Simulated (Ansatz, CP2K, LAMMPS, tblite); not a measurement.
**Liquid mixture of tetramethylsilane and dimethyl sulfoxide at 300 K (95 atoms) in CP2K**

Aim: run liquid mixture of tetramethylsilane and dimethyl sulfoxide at 300 K (95 atoms) in CP2K and see how near its forces come to a plane-wave reference, and at what cost.

Calculated with CP2K 2026.2; the method is named at each step.

### 1. The structure

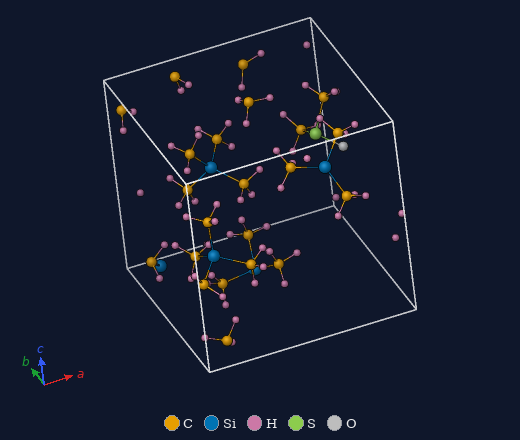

The cell as given, from a free direction (carbon orange, silicon blue, hydrogen pink, sulfur green, oxygen light grey). Bonds to atoms that aren't drawn are left out. Some periodic images of atoms are drawn too.

The cell holds 95 atoms: 22 C, 5 Si, 66 H, 1 S and 1 O. Its edges and angles: a = 10.756 Å, b = 10.756 Å, c = 10.756 Å, α = 90.0°, β = 90.0°, γ = 90.0°. 5 tetramethylsilane, 1 dimethyl sulfoxide placed at random, at 0.693 g/cm³; overlaps pushed apart, then 10 ps at 450 K with MMFF94 bonds, angles, torsions, charges and radii (Halgren, J. Comput. Chem. 17, 490 (1996)) in harmonic and 12-6 forms. Snapshot after 20 ps at 300 K and fixed volume.

The yardstick, on the same geometry:

| Property | Result |
| --- | --- |
| method | Kohn-Sham DFT, PBE, PAW, plane waves (Ansatz 0.2.0); cutoff 420 eV, Γ point, fermi-dirac smearing of 0.05 eV; PAW set soft_2 |
| r.m.s. force component | 0.7109 eV/Å |
| longest force | 3.594 eV/Å |
| pressure | 3.049 GPa |
| gap (highest filled to lowest empty level) | 4.199 eV |
| SCF cycles | 9 |
| time | 6.8 s on 4 threads of Arm Neoverse V2, shared host |
| CPU time | 26 s |

### 2. PBE, DZVP-UZH, 600/50 Ry, diagonalisation

Method: Kohn-Sham DFT, PBE, GTH-PBE pseudopotentials, Gaussian and plane waves, DZVP-MOLOPT (UZH set), diagonalisation.

The input, input.inp:

```
&GLOBAL
  PROJECT cell
  RUN_TYPE ENERGY_FORCE
  PRINT_LEVEL LOW
&END GLOBAL
&FORCE_EVAL
  METHOD QS
  STRESS_TENSOR ANALYTICAL
  &DFT
    BASIS_SET_FILE_NAME BASIS_MOLOPT_UZH
    POTENTIAL_FILE_NAME POTENTIAL_UZH
    &MGRID
      CUTOFF 600
      REL_CUTOFF 50
      NGRIDS 5
    &END MGRID
    &QS
      EPS_DEFAULT 1.0E-12
    &END QS
    &SCF
      SCF_GUESS ATOMIC
      EPS_SCF 1.0E-06
      MAX_SCF 200
      ADDED_MOS 14
      &DIAGONALIZATION
        ALGORITHM STANDARD
      &END DIAGONALIZATION
      &SMEAR ON
        METHOD FERMI_DIRAC
        ELECTRONIC_TEMPERATURE [K] 580
      &END SMEAR
      &MIXING
        METHOD BROYDEN_MIXING
        ALPHA 0.3
        NBROYDEN 8
      &END MIXING
      &PRINT
        &RESTART OFF
        &END RESTART
      &END PRINT
    &END SCF
    &XC
      &XC_FUNCTIONAL PBE
      &END XC_FUNCTIONAL
    &END XC
    &PRINT
      &MULLIKEN ON
      &END MULLIKEN
      &HIRSHFELD ON
        SHAPE_FUNCTION DENSITY
      &END HIRSHFELD
      &MO ON
        EIGENVALUES T
        OCCUPATION_NUMBERS T
        MO_INDEX_RANGE 82 105
        &EACH
          QS_SCF 0
        &END EACH
        ADD_LAST NUMERIC
      &END MO
    &END PRINT
  &END DFT
  &SUBSYS
    &CELL
      A 10.75553 0.00000 0.00000
      B 0.00000 10.75553 0.00000
      C 0.00000 0.00000 10.75553
    &END CELL
    &TOPOLOGY
      COORD_FILE_NAME structure.xyz
      COORD_FILE_FORMAT XYZ
    &END TOPOLOGY
    &KIND C
      BASIS_SET DZVP-MOLOPT-PBE-GTH-q4
      POTENTIAL GTH-PBE-q4
    &END KIND
    &KIND Si
      BASIS_SET DZVP-MOLOPT-PBE-GTH-q4
      POTENTIAL GTH-PBE-q4
    &END KIND
    &KIND H
      BASIS_SET DZVP-MOLOPT-PBE-GTH-q1
      POTENTIAL GTH-PBE-q1
    &END KIND
    &KIND S
      BASIS_SET DZVP-MOLOPT-PBE-GTH-q6
      POTENTIAL GTH-PBE-q6
    &END KIND
    &KIND O
      BASIS_SET DZVP-MOLOPT-PBE-GTH-q6
      POTENTIAL GTH-PBE-q6
    &END KIND
  &END SUBSYS
  &PRINT
    &FORCES ON
    &END FORCES
    &STRESS_TENSOR ON
    &END STRESS_TENSOR
  &END PRINT
&END FORCE_EVAL
```

The input, structure.xyz:

```xyz
95

C 0.45872 9.97382 9.33429
Si 1.39467 9.86024 0.17220
C 0.58994 8.67982 1.32540
C 3.20665 9.54295 10.56107
C 1.29131 0.63963 1.03189
H 0.13466 9.08455 8.76414
H 1.20193 10.47761 8.71908
H 10.36532 10.63313 9.39044
H 0.57080 7.69408 0.93509
H 10.32327 8.94570 1.62538
H 1.28055 8.47138 2.18972
H 3.49017 8.46191 10.60893
H 3.50792 9.79861 9.53876
H 3.92706 10.00641 0.47314
H 1.89061 0.76278 1.96020
H 1.76735 1.39800 0.37182
H 0.25222 0.85291 1.41951
C 2.96164 5.42681 1.09459
Si 4.76341 5.68914 1.16590
C 5.08382 7.07854 2.25812
C 5.50887 4.22746 2.02527
C 5.57384 5.93867 10.31886
H 2.75610 4.71576 0.32998
H 2.50292 6.33382 0.74116
H 2.36148 5.11210 1.93288
H 4.46860 7.97469 1.99892
H 6.15163 7.35259 2.23059
H 4.78427 6.87171 3.32432
H 5.07381 4.04429 2.98982
H 5.38304 3.30173 1.44544
H 6.54850 4.38901 2.22306
H 5.09963 5.24397 9.62857
H 5.38540 6.93205 9.94736
H 6.63100 5.81465 10.28745
C 3.26452 1.54224 4.23262
Si 1.65356 2.20123 4.88150
C 0.52659 0.83086 4.38869
C 1.64248 2.42473 6.69188
C 1.24162 3.77820 4.12959
H 3.54857 0.59758 4.51883
H 4.13303 2.17531 4.54131
H 3.33830 1.57472 3.11609
H 1.13525 0.00129 3.94932
H 10.49923 1.03909 3.62311
H 0.00710 0.41613 5.26365
H 0.79279 3.05479 6.93882
H 1.70013 1.49964 7.23223
H 2.41752 3.09114 7.09273
H 0.83743 3.62246 3.08028
H 0.46701 4.32749 4.71286
H 2.16552 4.35513 4.17142
C 4.61595 8.61496 7.02960
Si 3.65710 7.10973 6.56195
C 2.53701 6.66886 7.95232
C 2.51808 7.65987 5.35529
C 4.76104 5.74797 6.01589
[... 35 atom lines left out ...]
H 8.84739 6.94452 9.63545
H 7.93995 8.13591 7.60502
H 9.49810 7.83250 6.64283
H 7.94984 7.38787 5.91242
```

Launch:

```
$ OMP_NUM_THREADS=1 mpirun -np 4 cp2k.psmp -i input.inp > output.txt
```

Numbers of over 12 decimals in the logs are rounded to 6 here.

Log:

```text
CP2K| version string:                                       CP2K version 2026.2
 CP2K| Input file name                                                 input.inp
 GLOBAL| Basis set file name                                    BASIS_MOLOPT_UZH
 GLOBAL| Potential file name                                       POTENTIAL_UZH
 GLOBAL| Run type                                                   ENERGY_FORCE
 GLOBAL| Total number of message passing processes                             4
 GLOBAL| Number of threads for this process                                    1
 TOTAL NUMBERS AND MAXIMUM NUMBERS
  Total number of            - Atomic kinds:                                   5
                             - Atoms:                                         95
                             - Shell sets:                                    95
                             - Shells:                                       343
                             - Primitive Cartesian functions:                469
                             - Cartesian basis functions:                    736
                             - Spherical basis functions:                    707
  Maximum angular momentum of- Orbital basis functions:                        2
                             - Local part of the GTH pseudopotential:          2
                             - Non-local part of the GTH pseudopotential:      2
 SCF PARAMETERS         Density guess:                                    ATOMIC
                        max_scf:                                             200
                        eps_scf:                                        1.00E-06
                        added MOs                                        14    0
                        Mixing method:                            BROYDEN_MIXING
                                                charge density mixing in g-space
                        Smear method:                                FERMI_DIRAC
                        Electronic temperature [K]:                        580.0
                        Electronic temperature [a.u.]:                  1.84E-03
                        Accuracy threshold:                             1.00E-10
 Extrapolation method: initial_guess
 Number of electrons:                                                        186
 Number of occupied orbitals:                                                 93
 Number of molecular orbitals:                                               107
 Number of orbital functions:                                                707
 Number of independent orbital functions:                                    707
 SCF WAVEFUNCTION OPTIMIZATION
  Step     Update method      Time    Convergence         Total energy    Change
     1 NoMix/Diag. 0.30E+00    2.0     0.86788172      -205.6999904541 -2.06E+02
     2 Broy./Diag. 0.30E+00    2.5     0.19911286      -179.5490100220  2.62E+01
     3 Broy./Diag. 0.30E+00    2.6     0.09600050      -199.1953239829 -1.96E+01
     4 Broy./Diag. 0.30E+00    2.6     0.03826353      -208.8793085462 -9.68E+00
[...]
19 Broy./Diag. 0.30E+00    2.7     0.00000140      -210.2864918239  5.06E-06
    20 Broy./Diag. 0.30E+00    2.6     0.00000054      -210.2864899199  1.90E-06
  *** SCF run converged in    20 steps ***
  Electronic density on regular grids:       -186.0000000000        0.0000000000
  Core density on regular grids:              185.9999999998       -0.0000000002
  Total charge density on r-space grids:       -0.0000000002
  Total charge density g-space grids:          -0.0000000002
  Overlap energy of the core charge distribution:               2.15368e-05
  Self energy of the core charge distribution:               -503.120362
  Core Hamiltonian energy:                                    155.300173
  Hartree energy:                                             212.135102
  Exchange-correlation energy:                                -74.601424
  Electronic entropic energy:                                  -0.000000
  Fermi energy:                                                 0.040724
  Total energy:                                              -210.286490
  Total energy (extrapolated to T->0):                       -210.286490
 MO| EIGENVALUES AND OCCUPATION NUMBERS
 MO|
 MO|  Index      Eigenvalue [a.u.]        Eigenvalue [eV]             Occupation
 MO|     82              -0.141313              -3.845325               2.000000
 MO|     83              -0.139720              -3.801981               2.000000
 MO|     84              -0.139247              -3.789112               2.000000
[...]
MO|    104               0.173030               4.708384               0.000000
 MO|    105               0.175105               4.764847               0.000000
 MO| Sum:                                                             186.000000
 MO| E(Fermi):            0.040724 a.u.          1.108164 eV
 MO| Band gap:            0.186481 a.u.          5.074397 eV
 !-----------------------------------------------------------------------------!
                     Mulliken Population Analysis
 #  Atom  Element  Kind  Atomic population                           Net charge
       1     C        1          4.487898                             -0.487898
       2     Si       2          3.237883                              0.762117
       3     C        1          4.501458                             -0.501458
[...]
94     H        3          0.865691                              0.134309
      95     H        3          0.866295                              0.133705
 # Total charge                            186.000000                 -0.000000
 !-----------------------------------------------------------------------------!
 !-----------------------------------------------------------------------------!
                           Hirshfeld Charges
  #Atom  Element  Kind  Ref Charge     Population                    Net charge
      1       C      1       4.000          4.219                        -0.219
      2       Si     2       4.000          3.626                         0.374
      3       C      1       4.000          4.225                        -0.225
[...]
94       H      3       1.000          0.943                         0.057
     95       H      3       1.000          0.941                         0.059
  Total Charge                                                           -0.000
 !-----------------------------------------------------------------------------!
 ENERGY| Total FORCE_EVAL ( QS ) energy [hartree]           -210.286492
 FORCES| Atomic forces [hartree/bohr]
 FORCES|   Atom     x               y               z               |f|
 FORCES|      1  6.18519507E-03 -5.88757192E-03 -1.32608142E-02   1.57724232E-02
 FORCES|      2  1.21357819E-03 -3.28634442E-02 -3.30814659E-03   3.30518164E-02
 FORCES|      3  1.87701114E-02 -1.24856418E-02  2.25927233E-02   3.19161319E-02
[...]
FORCES|     94  1.48808162E-02  6.22205946E-03  3.29089399E-03   1.64615521E-02
 FORCES|     95  9.75607457E-03  1.94584871E-04  2.39215196E-02   2.58352076E-02
 FORCES| Sum     9.97070093E-04 -6.80277581E-04  7.26650689E-04
 FORCES| Total atomic force                                       1.40888168E-03
 STRESS| Analytical stress tensor [bar]
 STRESS|                        x                   y                   z
 STRESS|      x        2.78300190230E+04  -4.30911668937E+02   1.04089777752E+03
 STRESS|      y       -4.30911668937E+02   3.70560241364E+04  -4.18408512677E+03
 STRESS|      z        1.04089777752E+03  -4.18408512677E+03   2.86819430871E+04
 STRESS| 1/3 Trace                                             3.11893287488E+04
```

The job ended after 59 s (4 MPI ranks of Arm Neoverse V2, shared host; peak memory 3.9 GiB).

Banners, paths, timers and routine set-up lines are dropped from the logs unmarked, and long logs keep their key lines alone; longer cuts are marked.

Numbers from this run, and their distance from the reference:

| Property | Result |
| --- | --- |
| r.m.s. force component | 0.7206 eV/Å |
| r.m.s. difference of force components | 60.92 meV/Å |
| longest difference of force vectors | 611.4 meV/Å |
| force difference over r.m.s. force | 8.57 % |
| slope of forces against the reference's | 1.01 |
| correlation of force components | 0.9965 |
| gap (highest filled to lowest empty level) | 5.074 eV |
| gap difference | 0.8758 eV |
| pressure | 3.119 GPa |
| pressure difference | 0.0697 GPa |

Length of the force difference by element (eV/Å):

```
element  atoms   mean   most
      C     22   0.11   0.14
      H     66  0.045   0.11
      O      1   0.61   0.61
      S      1   0.51   0.51
     Si      5  0.049  0.077
```

Levels nearest the highest filled one (eV from it): -1.51, -1.46, -1.45, -1.35, -1.34, -1.26, -1.22, -1.19, -1.11, -1.04, -0.99, 0.00, 5.07, 5.52, 5.54, 6.32, 6.57, 6.60, 6.70, 6.75, 6.84, 6.89, 7.05, 7.10.

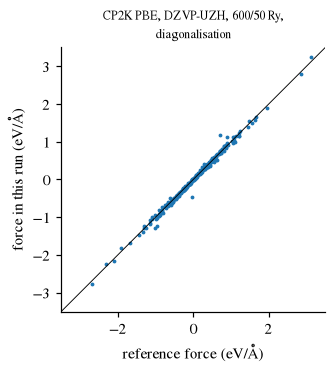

Force components against those of the reference; the line marks equality.

The surroundings of C35, which bears the longest force, nearest first, numbered as they follow in the input and with coordinates relative to it.

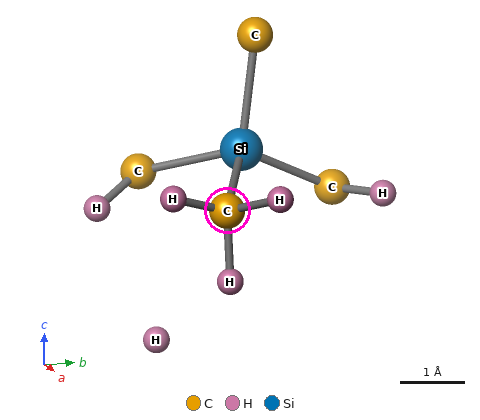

The atoms of the table, within 3.1 Å (arrows a, b, c point along x, y, z); some may hide others; the central atom is ringed.

```
atom      x      y      z  distance (Å)  bonds  Hirshfeld charge (e)     Fx     Fy  Fz (eV/Å)
 C35   0.00   0.00   0.00          0.00      4                 -0.23   1.15   3.24      -1.29
 H40   0.28  -0.94   0.29          1.03      1                  0.04   0.38  -2.78       0.91
 H41   0.87   0.63   0.31          1.12      1                  0.03  -0.31  -0.04      -0.02
 H42   0.07   0.03  -1.12          1.12      1                  0.04  -0.27  -0.02       0.51
Si36  -1.61   0.66   0.65          1.86      4                  0.38   0.41  -1.28      -0.23
 H43  -2.13  -1.54  -0.28          2.64      1                  0.04  -0.36   0.34       0.34
 H15  -1.37  -0.78  -2.27          2.77      1                  0.04  -0.02  -0.64      -0.40
 C37  -2.74  -0.71   0.16          2.83      4                 -0.22  -0.95  -1.24      -0.56
 C39  -2.02   2.24  -0.10          3.02      4                 -0.22  -1.26   1.00      -1.05
 H51  -1.10   2.81  -0.06          3.02      1                  0.04   0.11   0.52      -0.45
 C38  -1.62   0.88   2.46          3.08      4                 -0.23   0.55   1.15       0.52
```

Forces lie 8.6 % from the reference's, at 9.2 times its CPU time.

### 3. GFN1-xTB, diagonalisation

Method: GFN1-xTB tight binding (the program's own implementation), diagonalisation.

The input, input.inp:

```
&GLOBAL
  PROJECT cell
  RUN_TYPE ENERGY_FORCE
  PRINT_LEVEL LOW
&END GLOBAL
&FORCE_EVAL
  METHOD QS
  STRESS_TENSOR ANALYTICAL
  &DFT
    &QS
      METHOD XTB
      &XTB
        GFN_TYPE 1
        DO_EWALD T
        CHECK_ATOMIC_CHARGES F
      &END XTB
    &END QS
    &SCF
      SCF_GUESS ATOMIC
      EPS_SCF 1.0E-06
      MAX_SCF 200
      ADDED_MOS 14
      &DIAGONALIZATION
        ALGORITHM STANDARD
      &END DIAGONALIZATION
      &SMEAR ON
        METHOD FERMI_DIRAC
        ELECTRONIC_TEMPERATURE [K] 580
      &END SMEAR
      &MIXING
        METHOD BROYDEN_MIXING
        ALPHA 0.3
        NBROYDEN 8
      &END MIXING
      &PRINT
        &RESTART OFF
        &END RESTART
      &END PRINT
    &END SCF
    &PRINT
      &MULLIKEN ON
      &END MULLIKEN
    &END PRINT
  &END DFT
  &SUBSYS
    &CELL
      A 10.75553 0.00000 0.00000
      B 0.00000 10.75553 0.00000
      C 0.00000 0.00000 10.75553
    &END CELL
    &TOPOLOGY
      COORD_FILE_NAME structure.xyz
      COORD_FILE_FORMAT XYZ
    &END TOPOLOGY
  &END SUBSYS
  &PRINT
    &FORCES ON
    &END FORCES
    &STRESS_TENSOR ON
    &END STRESS_TENSOR
  &END PRINT
&END FORCE_EVAL
```

structure.xyz is that of step 2.

Launch:

```
$ OMP_NUM_THREADS=1 cp2k.psmp -i input.inp > output.txt
```

Log:

```text
CP2K| version string:                                       CP2K version 2026.2
 CP2K| Input file name                                                 input.inp
 GLOBAL| Basis set file name                                           BASIS_SET
 GLOBAL| Potential file name                                           POTENTIAL
[... lines left out ...]
                        Smear method:                                FERMI_DIRAC
[... lines left out ...]
 Number of electrons:                                                        186
[... lines left out ...]
  Step     Update method      Time    Convergence         Total energy    Change
[... lines left out ...]
  *** SCF run converged in    76 steps ***
[... lines left out ...]
  Fermi energy:                                                -0.276452
  Total energy:                                               -99.633276
  Total energy (extrapolated to T->0):                        -99.633276
[... lines left out ...]
 ENERGY| Total FORCE_EVAL ( QS ) energy [hartree]            -99.633275
[... lines left out ...]
 FORCES|      1 -3.15597781E-04 -7.83309291E-03 -1.92205324E-02   2.07577892E-02
 FORCES|      2  8.46989778E-03 -3.94261134E-02 -1.59729887E-02   4.33738856E-02
 FORCES|      3  1.14279655E-02 -1.95457402E-02  2.79353282E-02   3.59585444E-02
[...]
FORCES|     94  5.79933913E-03  6.32672104E-03  4.48481920E-03   9.68366340E-03
 FORCES|     95  1.17761931E-02  1.15305747E-03  2.80235736E-02   3.04192199E-02
 FORCES| Sum     4.09394740E-16 -2.15842968E-15  4.52415883E-15
 FORCES| Total atomic force                                       5.02935740E-15
 STRESS| Analytical stress tensor [bar]
 STRESS|                        x                   y                   z
 STRESS|      x        3.06959532798E+04   2.82156422373E+02   2.06384800491E+03
 STRESS|      y        2.82156422373E+02   4.26242068031E+04  -4.54828082328E+03
 STRESS|      z        2.06384800491E+03  -4.54828082328E+03   3.40226183868E+04
 STRESS| 1/3 Trace                                             3.57809261565E+04
```

The job ended after 4.7 s (1 thread; peak memory 0.21 GiB).

Numbers from this run, and their distance from the reference:

* r.m.s. force component: 0.7664 eV/Å
* r.m.s. difference of force components: 206.9 meV/Å
* longest difference of force vectors: 864.3 meV/Å
* force difference over r.m.s. force: 29.1 %
* slope of forces against the reference's: 1.039
* correlation of force components: 0.9635
* pressure: 3.578 GPa
* pressure difference: 0.5289 GPa

Against the first run (8.6 %), the force difference from the reference is 29 %, at 0.020 times the CPU time (on 1 against 4 cores) (76 SCF steps against 20); the model has changed, so this is no error of the program alone.

[end of part 1 of 4]

[Also dropped from logs without a mark: logging warnings of Python, and SIESTA's first energy breakdown and zero terms.]

[Logs are printed without paths, hosts, clocks, repeated set-up lines and the standing remarks that a program may print on its own settings, such as how far it seeks lower states.]

[Hosts, paths, dates, database ids (printed as entryN), source tags and the programs' standing remarks are cut or masked in the printed files.]

[The MMFF94 radii named for the starting cell were scaled by 0.96; in molecules described by MMFF94, hydrogen bound to N, O or S took a small fixed 12-6 site in their place.]
